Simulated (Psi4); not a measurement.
**U-revPBE0/aug-cc-pV(D+d)Z (density fitting, stability analysis check) run of CH2BN− (SMILES [BH2-]C#N)**

Aim: the vertical ionisation energy of CH2BN− at U-revPBE0/aug-cc-pV(D+d)Z (density fitting, stability analysis check), from 2 runs. 

Program for the calculation: Psi4 1.11.

**1. The system as given**

CH2BN−: 5 atoms, total charge -1, spin state doublet. As SMILES, `[BH2-]C#N`. The coordinates come from a GFN2-xTB relaxation.

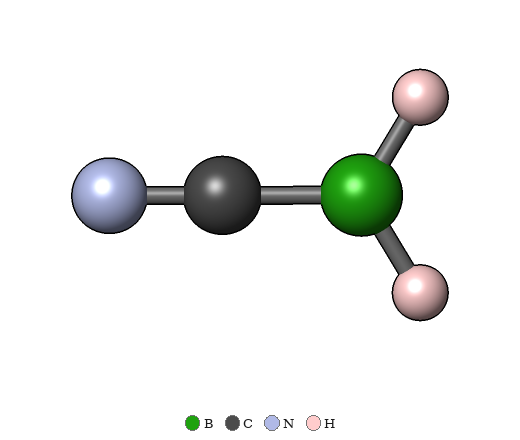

Viewed from a chosen angle; boron green, carbon dark grey, nitrogen light blue, hydrogen pink.

**2. The stability of the SCF solution at U-revPBE0/aug-cc-pV(D+d)Z (density fitting, stability analysis check)**

input.json reads:

```json
{
 "schema_name": "qcschema_input",
 "schema_version": 1,
 "molecule": {
  "schema_name": "qcschema_molecule",
  "schema_version": 2,
  "symbols": ["B", "C", "N", "H", "H"],
  "geometry": [-0.90567014, 0.38042077, -0.46570411, 1.3986052, -0.58751585, 0.72028801, 3.26805457, -1.37485134, 1.68187515, -1.68068462, -0.51349528, -2.42064468, -2.08028611, 2.09544171, 0.48418563],
  "molecular_charge": -1,
  "molecular_multiplicity": 2
 },
 "driver": "energy",
 "model": {
  "method": "revpbe0",
  "basis": "aug-cc-pV(D+d)Z"
 },
 "keywords": {
  "reference": "uks",
  "stability_analysis": "check"
 }
}
```

The run is started by

```console
$ psi4 --qcschema input.json -n 1 --memory 1600MB
```

stdout:

```text
[...]
  Running in c1 symmetry.
[...]
  Nuclear repulsion =   46.054610831281465
[...]
  Multiplicity = 2
[...]
  Nalpha       = 11
  Nbeta        = 10
[...]
    Number of basis functions: 87
[...]
   @DF-UKS iter   1:  -118.61056741940926   -6.94326e-01   6.97338e-03 ADIIS/DIIS
[...]
   @DF-UKS iter  11:  -118.87341998601444   -8.69807e-08   3.33062e-07 DIIS
[...]
   @S^2 Observed:                7.614425697E-01
[...]
    Orbital Energies [Eh]
    ---------------------
    Alpha Occupied:
       1A    -14.191709     2A    -10.051490     3A     -6.561242
       4A     -0.709895     5A     -0.397961     6A     -0.225388
       7A     -0.179965     8A     -0.167505     9A     -0.161894
      10A     -0.110126    11A      0.026075
    Alpha Virtual:
      12A      0.126019    13A      0.130044    14A      0.137094
      15A      0.140192    16A      0.180258    17A      0.184122
      18A      0.204091    19A      0.228380    20A      0.233976
      21A      0.254146    22A      0.284169    23A      0.284494
      24A      0.306671    25A      0.324583    26A      0.328448
[...]
  @DF-UKS Final Energy:  -118.87341998601444
   => Energetics <=
    Nuclear Repulsion Energy =             46.0546108312814653
    One-Electron Energy =                -255.0145926494391801
    Two-Electron Energy =                 103.1684493440551194
    DFT Exchange-Correlation Energy =     -13.0818875119118552
    Empirical Dispersion Energy =           0.0000000000000000
    VV10 Nonlocal Energy =                  0.0000000000000000
    Total Energy =                       -118.8734199860144400
[...]
 Multipole Moments:
 ------------------------------------------------------------------------------------
     Multipole            Electronic (a.u.)      Nuclear  (a.u.)        Total (a.u.)
 ------------------------------------------------------------------------------------
 L = 1.  Multiply by 2.5417464519 to convert [e a0] to [Debye]
 Dipole X            :          2.3262192           -2.0212242            0.3049950
 Dipole Y            :         -0.9783346            0.8504340           -0.1279005
 Dipole Z            :          1.1977250           -1.0409714            0.1567536
 Magnitude           :                                                    0.3659948
[...]
```

The result, in JSON:

```text
{
 "driver": "energy",
 "model": {
  "method": "revpbe0",
  "basis": "aug-cc-pV(D+d)Z"
 },
 "success": true,
 "return_result": -118.87341998601444,
 "properties": {
  "calcinfo_nbasis": 87,
  "calcinfo_nmo": 87,
  "calcinfo_nalpha": 11,
  "calcinfo_nbeta": 10,
  "calcinfo_natom": 5,
  "nuclear_repulsion_energy": 46.054610831281465,
  "return_energy": -118.87341998601444,
  "scf_one_electron_energy": -255.01459264943918,
  "scf_two_electron_energy": 103.16844934405512,
  "scf_xc_energy": -13.081887511911855,
  "scf_dipole_moment": [0.3049950090384188, -0.12790052937785557, 0.15675364246303558],
  "scf_total_energy": -118.87341998601444,
  "scf_iterations": 11
 }
}
```

Run time: 13 s. Hardware: 1 thread of Intel Xeon 6975P-C (Granite Rapids), shared host; peak memory 0.5 GiB.

**3. Singlet neutral CH2BN**

calc.inp reads:

```
memory 1600 mb

molecule {
  0 1
  B     -0.479260     0.201310    -0.246440
  C      0.740110    -0.310900     0.381160
  N      1.729380    -0.727540     0.890010
  H     -0.889380    -0.271730    -1.280950
  H     -1.100840     1.108860     0.256220
  units angstrom
}

set globals {
  basis              aug-cc-pV(D+d)Z
  reference          uks
  stability_analysis check
}

energy('revpbe0')
```

The run is started by

```console
$ psi4 -n 1 calc.inp calc.out
```

calc.out:

```text
[...]
  Running in c1 symmetry.
[...]
  Nuclear repulsion =   46.054610857130797
[...]
  Multiplicity = 1
[...]
  Nalpha       = 10
  Nbeta        = 10
[...]
    Number of basis functions: 87
[...]
   @DF-UKS iter   1:  -118.72427843647532   -8.08037e-01   4.61405e-03 DIIS/ADIIS
[...]
   @DF-UKS iter   7:  -118.82364999124525   -1.97786e-07   6.39289e-07 DIIS
[...]
   @S^2 Observed:                5.506706202E-14
[...]
    Orbital Energies [Eh]
    ---------------------
    Alpha Occupied:
       1A    -14.452497     2A    -10.292508     3A     -6.858955
       4A     -0.951015     5A     -0.652017     6A     -0.470224
       7A     -0.425855     8A     -0.403035     9A     -0.386814
      10A     -0.348973
    Alpha Virtual:
      11A     -0.125164    12A     -0.003342    13A      0.004682
      14A      0.023808    15A      0.025022    16A      0.025332
      17A      0.061259    18A      0.070378    19A      0.080248
      20A      0.082060    21A      0.096526    22A      0.116133
      23A      0.126957    24A      0.149009    25A      0.155754
[...]
  @DF-UKS Final Energy:  -118.82364999124525
   => Energetics <=
    Nuclear Repulsion Energy =             46.0546108571307968
    One-Electron Energy =                -249.9543461296965461
    Two-Electron Energy =                  97.9661563965822779
    DFT Exchange-Correlation Energy =     -12.8900711152617742
    Empirical Dispersion Energy =           0.0000000000000000
    VV10 Nonlocal Energy =                  0.0000000000000000
    Total Energy =                       -118.8236499912452473
[...]
 Multipole Moments:
 ------------------------------------------------------------------------------------
     Multipole            Electronic (a.u.)      Nuclear  (a.u.)        Total (a.u.)
 ------------------------------------------------------------------------------------
 L = 1.  Multiply by 2.5417464519 to convert [e a0] to [Debye]
 Dipole X            :          1.2030158           -2.0212242           -0.8182085
 Dipole Y            :         -0.5064880            0.8504340            0.3439461
 Dipole Z            :          0.6201431           -1.0409714           -0.4208283
 Magnitude           :                                                    0.9822731
[...]
```

It took 9.9 s on 1 thread of Intel Xeon 6975P-C (Granite Rapids), shared host; peak memory 0.51 GiB.

**4. Summary of results**

Level: U-revPBE0/aug-cc-pV(D+d)Z (density fitting, stability analysis check).

```
                                           quantity          value
                       doublet CH2BN−: total energy  -118.87342 Eh
 doublet CH2BN−: HOMO energy (highest over α and β)        0.71 eV
  doublet CH2BN−: LUMO energy (lowest over α and β)        3.43 eV
                               doublet CH2BN−: ⟨S²⟩          0.761
                singlet neutral CH2BN: total energy  -118.82365 Eh
               singlet neutral CH2BN: dipole moment         2.50 D
                 singlet neutral CH2BN: HOMO energy       -9.50 eV
                 singlet neutral CH2BN: LUMO energy       -3.41 eV
               singlet neutral CH2BN: HOMO–LUMO gap        6.09 eV
vertical detachment energy (to the singlet neutral)       1.354 eV
```

The vertical ionisation energy comes to 1.35 eV (31 kcal/mol). Only the singlet of the ionised species was computed; a triplet could lie lower. The HOMO (doublet CH2BN−) lies at positive energy, 0.71 eV; only total energies tell whether the electron is bound.
